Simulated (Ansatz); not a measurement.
## Geometry relaxation, with input and output: C3H8Ge (part 1 of 2)

C3H8Ge, SMILES C[CH](C)[GeH], computed with RKS PBE-D4/def2-SVP (Ansatz 0.2.0).

The geometry: force-field start. Figures and captions count atoms from 1; the log counts them from 0 in places.

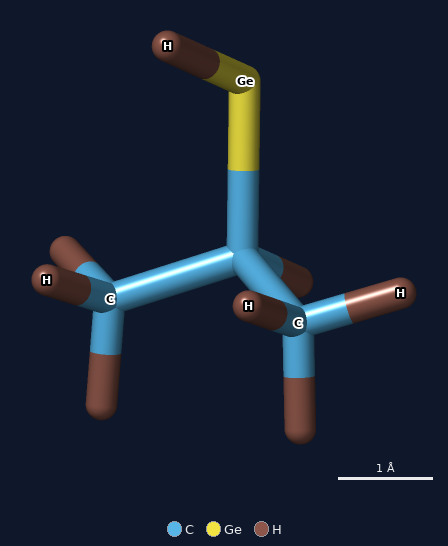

**Figure 1.** The starting structure (stick view, seen at a tilt). Sticks mark near contacts. Bond lengths as drawn: C–C 1.46 to 1.50 Å, C–Ge 1.90 Å, C–H 1.12 to 1.16 Å and Ge–H 1.60 Å.

The input:
```yaml
crystal:
  periodic: [false, false, false]
  atoms:
    - {symbol: C, position_ang: [-0.587200, 0.924800, -0.664000]}
    - {symbol: C, position_ang: [0.218900, -0.280100, -0.467500]}
    - {symbol: C, position_ang: [1.001800, -0.172800, 0.810000]}
    - {symbol: Ge, position_ang: [-0.840400, -1.855200, -0.415800]}
    - {symbol: H, position_ang: [-1.201300, 0.877100, -1.644300]}
    - {symbol: H, position_ang: [-1.354700, 1.111100, 0.160900]}
    - {symbol: H, position_ang: [0.036100, 1.874400, -0.731900]}
    - {symbol: H, position_ang: [0.960300, -0.363800, -1.331000]}
    - {symbol: H, position_ang: [1.707300, 0.728800, 0.827400]}
    - {symbol: H, position_ang: [0.363900, -0.078900, 1.726700]}
    - {symbol: H, position_ang: [1.654700, -1.080000, 0.969700]}
    - {symbol: H, position_ang: [-1.882600, -1.740700, 0.793700]}
basis:
  gaussian: {orbitals: def2-SVP}
hamiltonian: {xc: pbe, dispersion: d4}
relax: {f_tol: 0.03, max_steps: 200}
```

Launch command:
```bash
ansatz run in.yaml --threads 4 --pin off --events-out ev --progress --plain --max-ram 10444MiB
```

Log:
```
Functional definition: PBE
  name "PBE"
  cite "Perdew, Burke & Ernzerhof, Phys. Rev. Lett. 77, 3865 (1996) doi:10.1103/PhysRevLett.77.3865"
  parent pbe
  parameter kappa = 0.804
  parameter beta = 0.06672455060314922
  exchange = pbe_x(kappa = kappa, mu = beta*pi^2/3)
  correlation = pbe_c(beta = beta)
1289 factors; their error is unknown
mean field evaluation 1: about -59722.3439 eV, gradient 7.2e1 eV
mean field evaluation 2: about -59643.5140 eV, gradient 1.6e2 eV
mean field evaluation 4: about -59735.0348 eV, gradient 1.1e1 eV
mean field evaluation 8: about -59735.3589 eV, gradient 2.7e-1 eV
mean field evaluation 16: about -59735.2867 eV, gradient 6.5e-4 eV
mean field -59735.28670443 eV, -2195.2312963562 hartree, gradient 3.3e-5 eV, S^2 0.000000; 0 other end points of the search recorded, 0 dependent functions left out
the calculation of the forces begins
reference -59735.28673821 eV, -2195.2312975974 hartree; 29, 29 occupied and 85, 85 virtual orbitals, 1289 factors
relax step   1: F+E_penalty+E_count = -59735.54278449 eV  Δ(F+E_penalty+E_count) = +0.000e0 eV  max|allowed force component| = 2.746e0 eV/Å  Δτ_max = 0.0000 Å  (31 SCF iters, accepted)
these checks for a lower state are left out or cut short: starts, cluster_reference, orbital_swaps, neighbouring_geometries, increment
1289 factors; their error is unknown
mean field -59735.73501862 eV, -2195.2477715988 hartree, gradient 2.3e-5 eV, S^2 0.000000; 0 other end points of the search recorded, 0 dependent functions left out
[... from here on the field's lines of each further geometry are left out, up to the last ...]
relax step   2: F+E_penalty+E_count = -59735.98834741 eV  Δ(F+E_penalty+E_count) = -4.456e-1 eV  max|allowed force component| = 1.101e0 eV/Å  Δτ_max = 0.1999 Å  (29 SCF iters, accepted)
relax step   3: F+E_penalty+E_count = -59736.05131842 eV  Δ(F+E_penalty+E_count) = -6.297e-2 eV  max|allowed force component| = 2.938e-1 eV/Å  Δτ_max = 0.0439 Å  (28 SCF iters, accepted)
relax step   4: F+E_penalty+E_count = -59736.05923813 eV  Δ(F+E_penalty+E_count) = -7.920e-3 eV  max|allowed force component| = 1.283e-1 eV/Å  Δτ_max = 0.0779 Å  (29 SCF iters, accepted)
relax step   5: F+E_penalty+E_count = -59736.06073776 eV  Δ(F+E_penalty+E_count) = -1.500e-3 eV  max|allowed force component| = 2.130e-2 eV/Å  Δτ_max = 0.0210 Å  (30 SCF iters, accepted)
relax step   6: F+E_penalty+E_count = -59736.06085097 eV  Δ(F+E_penalty+E_count) = -1.132e-4 eV  max|allowed force component| = 6.200e-3 eV/Å  Δτ_max = 0.0044 Å  (23 SCF iters, accepted)
relax step   7: F+E_penalty+E_count = -59736.06086153 eV  Δ(F+E_penalty+E_count) = -1.055e-5 eV  max|allowed force component| = 4.591e-3 eV/Å  Δτ_max = 0.0012 Å  (23 SCF iters, accepted)
relax step   8: F+E_penalty+E_count = -59736.06089073 eV  Δ(F+E_penalty+E_count) = -2.921e-5 eV  max|allowed force component| = 1.239e-2 eV/Å  Δτ_max = 0.0053 Å  (31 SCF iters, accepted)
relax step   9: F+E_penalty+E_count = -59736.06096298 eV  Δ(F+E_penalty+E_count) = -7.225e-5 eV  max|allowed force component| = 2.565e-2 eV/Å  Δτ_max = 0.0145 Å  (30 SCF iters, accepted)
relax step  10: F+E_penalty+E_count = -59736.06070320 eV  Δ(F+E_penalty+E_count) = +2.598e-4 eV  max|allowed force component| = 8.742e-2 eV/Å  Δτ_max = 0.0990 Å  (28 SCF iters, rejected (line search))
relax step  11: F+E_penalty+E_count = -59736.06126747 eV  Δ(F+E_penalty+E_count) = -3.045e-4 eV  max|allowed force component| = 4.643e-2 eV/Å  Δτ_max = 0.0440 Å  (30 SCF iters, accepted)
relax step  12: F+E_penalty+E_count = -59736.06017042 eV  Δ(F+E_penalty+E_count) = +1.097e-3 eV  max|allowed force component| = 1.534e-1 eV/Å  Δτ_max = 0.0998 Å  (28 SCF iters, rejected (line search))
the calculation of the forces begins
reference -59735.80883181 eV, -2195.2504841835 hartree; 29, 29 occupied and 85, 85 virtual orbitals, 1289 factors
relax step  13: F+E_penalty+E_count = -59736.06205179 eV  Δ(F+E_penalty+E_count) = -7.843e-4 eV  max|allowed force component| = 2.950e-2 eV/Å  Δτ_max = 0.0499 Å  (30 SCF iters, accepted)
```

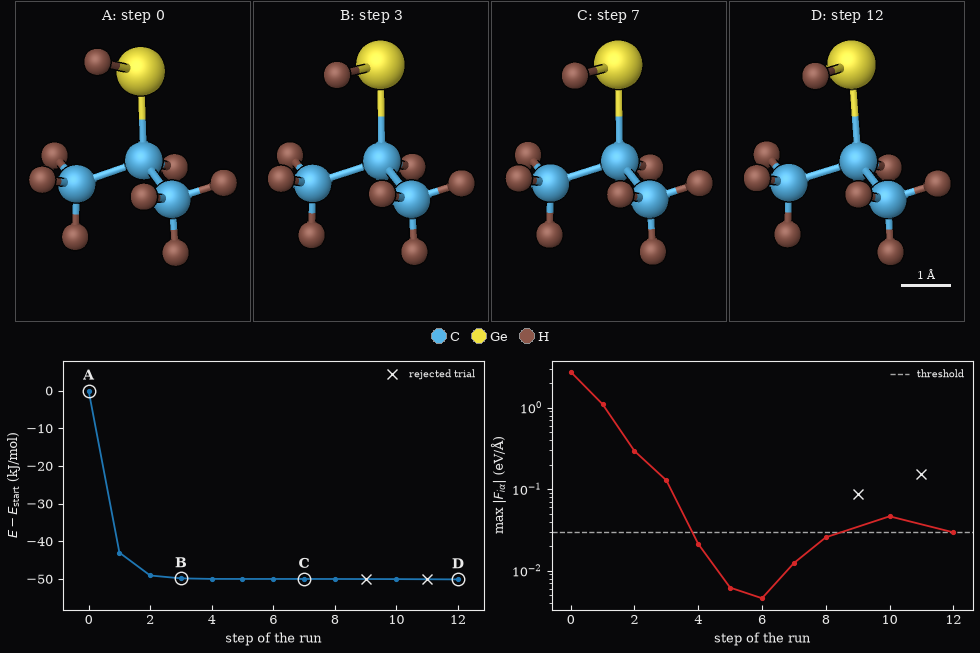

**Figure 2.** Frames of the relaxation (ball-and-stick view, seen at a tilt) above the curves, on which the letters mark them (the first geometry is step 0 here and step 1 in the log).

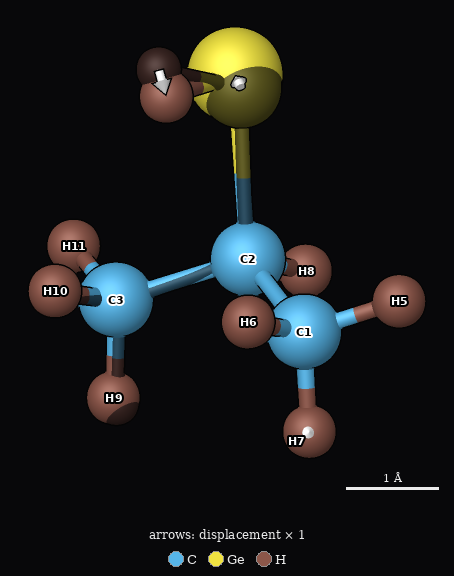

**Figure 3.** Start (faint) and end (solid) with the displacements as white arrows, at true length (ball-and-stick view, seen at a tilt). The two geometries are laid on each other by the best rigid fit. The atom that moves furthest after the best rigid fit is H12 (0.30 Å). By element the largest moves are H 0.30 Å, Ge 0.19 Å, C 0.08 Å. Among the contacts that change: C2–Ge4 1.899 → 2.031 Å, C1–C2 1.463 → 1.529 Å, C1–H5 1.158 → 1.111 Å, C2–C3 1.502 → 1.537 Å. Among the angles that change: C2–Ge4–H12 108.9° → 91.9°, C3–C2–Ge4 109.1° → 104.7°, C2–C1–H6 114.1° → 111.2°. After 12 geometry steps the energy has fallen by 50.1 kJ/mol. The largest force component goes from 2.7 to 0.03 eV/Å. The line search rejected the trial steps at points 9, 11 (counted from 0) and went back. (Atoms are counted from 1 in the order of the input.)

```
1289 factors; their error is unknown
mean field -59735.80879810 eV, -2195.2504829448 hartree, gradient 1.4e-5 eV, S^2 0.000000; 1 other end points of the search recorded, 0 dependent functions left out
the calculation of the forces begins
reference -59735.80883181 eV, -2195.2504841835 hartree; 29, 29 occupied and 85, 85 virtual orbitals, 1289 factors
Total energy: -59736.06208550 eV, -2195.2597910849 hartree
Atom 0 at    -0.652105     0.958285    -0.684315 Å, force     0.000833     0.021838     0.009513 eV/Å
Atom 1 at     0.235129    -0.270242    -0.480542 Å, force    -0.005238    -0.029505    -0.025618 eV/Å
Atom 2 at     1.027337    -0.212973     0.835174 Å, force     0.001932     0.016534     0.023997 eV/Å
Atom 3 at    -0.771911    -2.032149    -0.398856 Å, force    -0.008963     0.013497     0.023950 eV/Å
Atom 4 at    -1.234291     0.909973    -1.628861 Å, force     0.002305     0.000098     0.002582 eV/Å
Atom 5 at    -1.378151     1.071214     0.148510 Å, force    -0.001580    -0.001475     0.000988 eV/Å
Atom 6 at    -0.046116     1.892271    -0.727392 Å, force    -0.006018     0.001263    -0.000968 eV/Å
Atom 7 at     0.954742    -0.351646    -1.325166 Å, force     0.002859    -0.003551    -0.002257 eV/Å
Atom 8 at     1.716358     0.662036     0.850726 Å, force     0.000184    -0.006939    -0.004582 eV/Å
Atom 9 at     0.351638    -0.110340     1.711522 Å, force     0.004090    -0.000659    -0.004164 eV/Å
Atom 10 at     1.662328    -1.111805     1.001302 Å, force    -0.003791     0.000234    -0.000863 eV/Å
Atom 11 at    -1.788158    -1.459925     0.731798 Å, force     0.013388    -0.011336    -0.022578 eV/Å
Dipole moment:     0.113858     0.164847    -0.024468 e Å
```

Trajectory as extended XYZ (Å, eV, eV/Å), 13 frames, from step=1 to step=13:
```
12
Properties=species:S:1:pos:R:3:forces:R:3 step=1 energy=-59735.54278
C    -0.5872    0.9248   -0.6640   -2.2802   2.3830  -1.1360
C     0.2189   -0.2801   -0.4675    1.7947   0.7087  -0.0305
C     1.0018   -0.1728    0.8100    1.4945  -0.0432   1.2484
Ge   -0.8404   -1.8552   -0.4158   -0.7774  -2.7461  -1.0261
H    -1.2013    0.8771   -1.6443    0.5979   0.1889   0.9650
H    -1.3547    1.1111    0.1609    0.6469  -0.2207  -0.5245
H     0.0361    1.8744   -0.7319   -0.3317  -0.5481  -0.0045
H     0.9603   -0.3638   -1.3310   -0.6045  -0.2072   0.5530
H     1.7073    0.7288    0.8274   -0.5074  -0.6649  -0.1198
H     0.3639   -0.0789    1.7267    0.0269   0.0007  -0.3328
H     1.6547   -1.0800    0.9697   -0.1741   0.4113   0.0462
H    -1.8826   -1.7407    0.7937    0.1144   0.7376   0.3616
12
Properties=species:S:1:pos:R:3:forces:R:3 step=2 energy=-59735.98835
C    -0.6316    0.9451   -0.6768   -0.8944   0.9233  -0.3066
C     0.1962   -0.2841   -0.4355    1.1014  -0.0075  -0.5994
C     1.0180   -0.1957    0.8413    0.4051   0.0970   0.5144
Ge   -0.8141   -1.9812   -0.5207   -0.6884  -0.4703   0.4214
H    -1.2234    0.9035   -1.6352    0.2283  -0.0141   0.3815
H    -1.3677    1.1298    0.1479    0.1721  -0.1056  -0.1764
H    -0.0013    1.8718   -0.7495   -0.0908  -0.2502   0.0220
H     0.9175   -0.3897   -1.2912   -0.1119   0.1122   0.1876
H     1.7073    0.6937    0.8292   -0.2080  -0.2641  -0.0583
H     0.3730   -0.0814    1.7424    0.0104  -0.0476  -0.0787
H     1.6700   -1.0885    1.0070   -0.1213   0.1250  -0.0150
H    -1.7670   -1.5787    0.7749    0.1976  -0.0983  -0.2926
12
Properties=species:S:1:pos:R:3:forces:R:3 step=3 energy=-59736.05132
C    -0.6427    0.9549   -0.6859   -0.2184   0.2938   0.0050
C     0.2270   -0.2725   -0.4551    0.2581  -0.1751  -0.1944
C     1.0286   -0.2009    0.8466    0.0339   0.0790   0.1546
Ge   -0.8367   -1.9952   -0.4998   -0.1740  -0.0564   0.1521
H    -1.2358    0.9035   -1.6255    0.0272  -0.0484   0.0127
H    -1.3637    1.1141    0.1457    0.0272  -0.0455  -0.0018
H    -0.0268    1.8812   -0.7615    0.0082  -0.0261   0.0160
H     0.9490   -0.3610   -1.3018   -0.0555   0.0105   0.0449
H     1.7219    0.6720    0.8390   -0.0107  -0.0174   0.0049
H     0.3642   -0.0812    1.7298   -0.0019  -0.0183  -0.0256
H     1.6614   -1.0985    1.0228   -0.0271  -0.0068  -0.0213
H    -1.7695   -1.5717    0.7796    0.1329   0.0106  -0.1472
```
